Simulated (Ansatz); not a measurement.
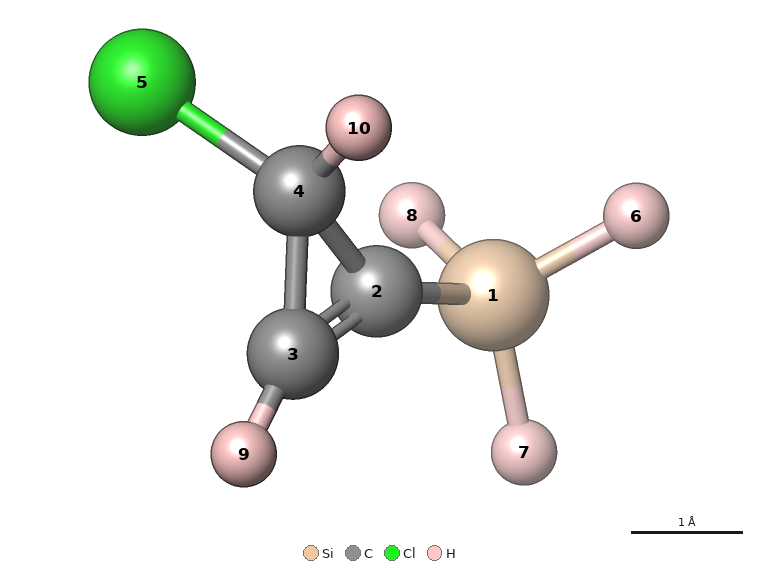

Orthographic view. Atoms fade into the background with distance from the viewer. The geometry was computed by an optimisation with PBE-D4/def2-SVP. No frequency run is at hand to confirm it as a minimum.

Write a MOL file (V2000) with the atoms in numerical order, bonds sorted by atom number with the orders drawn, and coordinates in the frame of the picture: x right, y up, z towards the viewer, origin at the mean position.

```
C3H5ClSi
                    3D

 10 10  0  0  0  0  0  0  0  0999 V2000
    1.0400   -0.2500   -1.3400 Si  0  0  0  0  0  4  0  0  0  0  0  0
   -0.0100   -0.2100    0.1900 C   0  0  0  0  0  0  0  0  0  0  0  0
   -0.7700   -0.7700    1.1200 C   0  0  0  0  0  0  0  0  0  0  0  0
   -0.7100    0.6900    1.1700 C   0  0  2  0  0  0  0  0  0  0  0  0
   -2.1300    1.6800    0.6100 Cl  0  0  0  0  0  0  0  0  0  0  0  0
    2.3300    0.4700   -1.0600 H   0  0  0  0  0  0  0  0  0  0  0  0
    1.3200   -1.6700   -1.7500 H   0  0  0  0  0  0  0  0  0  0  0  0
    0.3100    0.4800   -2.4400 H   0  0  0  0  0  0  0  0  0  0  0  0
   -1.2100   -1.6800    1.5500 H   0  0  0  0  0  0  0  0  0  0  0  0
   -0.1700    1.2700    1.9500 H   0  0  0  0  0  0  0  0  0  0  0  0
  1  2  1  0
  1  6  1  0
  1  7  1  0
  1  8  1  0
  2  3  2  0
  2  4  1  0
  3  4  1  0
  3  9  1  0
  4  5  1  0
  4 10  1  0
M  END
```
